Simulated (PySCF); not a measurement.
C4H8BrIn, SMILES [Br][In]([CH]=C)[CH2]C at its CAM-B3LYP/def2-SVP optimised geometry (Å):

```
14

In    -0.1468     0.0726     0.0000
Br    -1.0969    -2.2619    -0.0039
C     -1.6608     1.6160     0.0000
C     -3.0985     1.1066     0.0262
H     -1.4722     2.2359    -0.8912
H     -1.4490     2.2619     0.8672
H     -3.3047     0.5020     0.9218
H     -3.3258     0.4704    -0.8419
H     -3.8166     1.9430     0.0202
C      1.9874     0.0726     0.0000
C      2.7198     1.1895    -0.0007
H      2.5080    -0.8918     0.0008
H      3.8166     1.1637    -0.0007
H      2.2759     2.1913    -0.0015
```

Method: PySCF 2.14.0 with CAM-B3LYP/def2-TZVP, def2 effective core potentials past Kr. The core electrons that the potentials of In replace are not part of the density. Cells within 0.4 Å of a nucleus heavier than hydrogen are left out (blank, or x).

Map of the electron localisation function on the plane z = 0.0 Å:

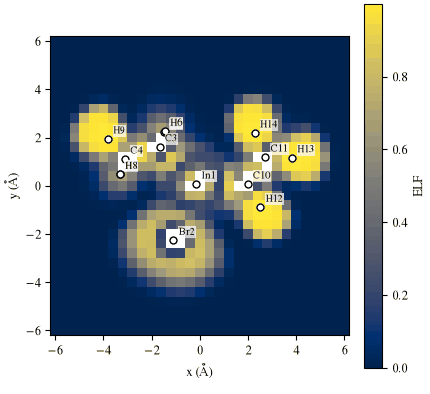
Fig. 1. Electron localisation function on the plane z = 0.0 Å.
